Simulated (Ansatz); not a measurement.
CdO (rock salt)

```xyz
2
Lattice="0.0000 2.3842 2.3842 2.3842 0.0000 2.3842 2.3842 2.3842 0.0000" Properties=species:S:1:pos:R:3 pbc="T T T"
O      0.0000     0.0000     0.0000
Cd     2.3842     2.3842     2.3842
```

Equation-of-state scan: isotropic scaling of the cell above, V₀ being its volume. Symmetry pins the atoms to their sites.

The numbers are results of PBE (plane waves to 420 eV, PAW, scalar-relativistic; Ansatz, a first-principles code), not measurements. k mesh 12×12×12 (Γ-centred), Fermi-Dirac smearing 0.05 eV. The energy includes the smearing's −TS. CdO was relaxed with its symmetry unable to fall. The PAW data are Ansatz's earlier set. The zero of ΔE is the relaxed starting cell.

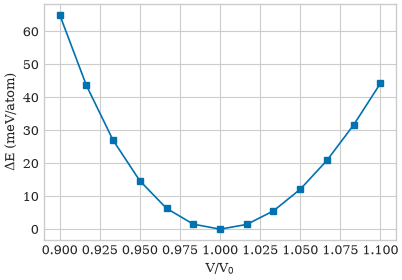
*ΔE (meV/atom) against V/V₀; markers are the computed points, lines only join them.*

Task: What is ΔE at V/V₀ = 1.100?

Result: About 44 meV/atom.

Task: What is ΔE at V/V₀ = 0.900?

Result: About 65 meV/atom.

Task: What bulk modulus B₀ follows from a third-order Birch-Murnaghan fit?

Result: About 130 GPa.

(Under strain, the slope of the energy per volume gives the stress and its curvature an elastic modulus.)
